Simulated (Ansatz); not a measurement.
**SOF2 (thionyl fluoride) at BHLYP/aug-cc-pVDZ**

Aim: the vertical singlet–triplet gap of SOF2 (thionyl fluoride) at BHLYP/aug-cc-pVDZ, from 2 runs. 

Program for the calculation: Ansatz 0.2.0.

52 further runs of the same task are left out: 52 set aside as unsound or not needed.

## (1) Starting point

The species is SOF2 (4 atoms), meant as a singlet with charge 0. SMILES: `O=S(F)F`. Geometry: relaxed at PBE0-D4/def2-TZVP.

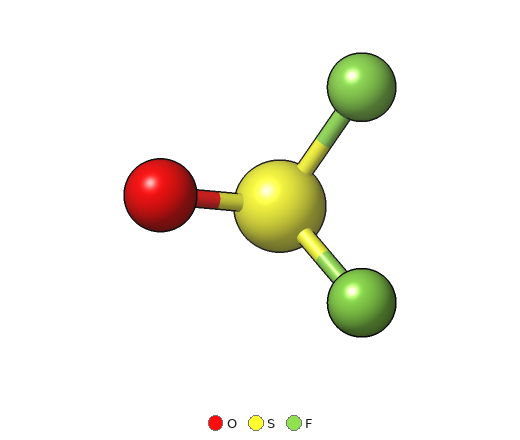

The structure, seen from a chosen angle (oxygen red, sulfur yellow, fluorine green).

## (2) A single-point energy at BHLYP/aug-cc-pVDZ

Input file run.yaml:

```yaml
crystal:
  periodic: [false, false, false]
  atoms:
    - {symbol: O, position_ang: [0.932400, 0.066600, -1.017800]}
    - {symbol: S, position_ang: [-0.151300, -0.426200, -0.245700]}
    - {symbol: F, position_ang: [-1.124400, 0.804200, 0.000400]}
    - {symbol: F, position_ang: [0.343300, -0.444600, 1.263100]}
basis:
  gaussian: {orbitals: aug-cc-pVDZ}
hamiltonian: {xc: {name: BHLYP}}
accuracy: high
output: {orbitals: {seedname: orbitals}}
```

Launch:

```sh
$ ansatz run run.yaml --threads 1 --pin off --max-ram 3480MiB --events-out events.jsonl --progress --plain --runs-dir runs
```

Log:

```text
Warning: RAYON_NUM_THREADS=1 ignored (pool sized by the plan → 1); use --threads N
Functional definition: BHLYP
  name "BHLYP"
  parameter a = 0.5
  exchange = (1 - a)*b88_x + a*exact_x
  correlation = lyp_c
1941 factors; integrals over basis functions are off by at most 3.2e-9 eV
mean field evaluation 1: about -18306.3092 eV, gradient 5.9e1 eV
mean field evaluation 2: about -18298.7485 eV, gradient 8.7e1 eV
mean field evaluation 4: about -18312.0800 eV, gradient 3.3e0 eV
mean field evaluation 8: about -18312.5328 eV, gradient 4.5e-1 eV
mean field evaluation 16: about -18312.5333 eV, gradient 1.9e-4 eV
mean field -18312.53329915 eV, -672.9731860629 hartree, gradient 2.4e-8 eV, S^2 0.000000; 0 other end points of the search recorded, 0 dependent functions left out
reference -18312.53332196 eV, -672.9731869010 hartree; 21, 21 occupied and 75, 75 virtual orbitals, 1941 factors
Total energy: -18312.53332196 eV, -672.9731869010 hartree
```

Wall time 9.6 s (1 thread of Intel Xeon Platinum 8488C (Sapphire Rapids), shared host); peak memory 0.32 GiB.

## (3) The triplet at the same level

Input file molecule.yaml:

```yaml
crystal:
  periodic: [false, false, false]
  atoms:
    - symbol: O
      position_ang: [0.932400, 0.066600, -1.017800]
    - symbol: S
      position_ang: [-0.151300, -0.426200, -0.245700]
    - symbol: F
      position_ang: [-1.124400, 0.804200, 0.000400]
    - symbol: F
      position_ang: [0.343300, -0.444600, 1.263100]
basis:
  gaussian: {orbitals: aug-cc-pVDZ}
magnetization: {spin_polarized: true, initial_magnetization: 2}
hamiltonian: {xc: {name: BHLYP}}
accuracy: high
output: {orbitals: {seedname: orbitals}}
```

Launch:

```sh
$ ansatz run molecule.yaml --threads 1 --pin off --max-ram 3480MiB --events-out events.jsonl --progress --plain --runs-dir runs
```

Log:

```text
Warning: RAYON_NUM_THREADS=1 ignored (pool sized by the plan → 1); use --threads N
Functional definition: BHLYP
  name "BHLYP"
  parameter a = 0.5
  exchange = (1 - a)*b88_x + a*exact_x
  correlation = lyp_c
1941 factors; integrals over basis functions are off by at most 3.2e-9 eV
mean field evaluation 1: about -18301.0450 eV, gradient 3.9e1 eV
mean field evaluation 2: about -18294.7328 eV, gradient 5.7e1 eV
mean field evaluation 4: about -18306.4146 eV, gradient 3.8e0 eV
mean field evaluation 8: about -18306.9930 eV, gradient 7.4e-1 eV
mean field evaluation 16: about -18307.0121 eV, gradient 7.7e-3 eV
mean field evaluation 32: about -18307.0121 eV, gradient 5.3e-6 eV
mean field -18307.01210032 eV, -672.7702857481 hartree, gradient 4.7e-8 eV, S^2 2.022823; 4 other end points of the search recorded, 0 dependent functions left out
reference -18307.01212310 eV, -672.7702865854 hartree; 22, 20 occupied and 74, 76 virtual orbitals, 1941 factors
Total energy: -18307.01212310 eV, -672.7702865854 hartree
```

Wall time 16 s (1 thread of Intel Xeon Platinum 8488C (Sapphire Rapids), shared host); peak memory 0.43 GiB.

## (4) Outcome

Level: BHLYP/aug-cc-pVDZ.

```
                                        quantity          value
                           singlet: total energy  -672.97319 Eh
                            singlet: HOMO energy      -11.24 eV
                            singlet: LUMO energy       -0.36 eV
                          singlet: HOMO–LUMO gap       10.88 eV
                           triplet: total energy  -672.77029 Eh
     triplet: HOMO energy (highest over α and β)       -5.51 eV
                                   triplet: ⟨S²⟩          2.023
vertical energy of the triplet above the singlet       5.521 eV
```

In words: At this shape the triplet lies 5.52 eV (533 kJ/mol) above the singlet.
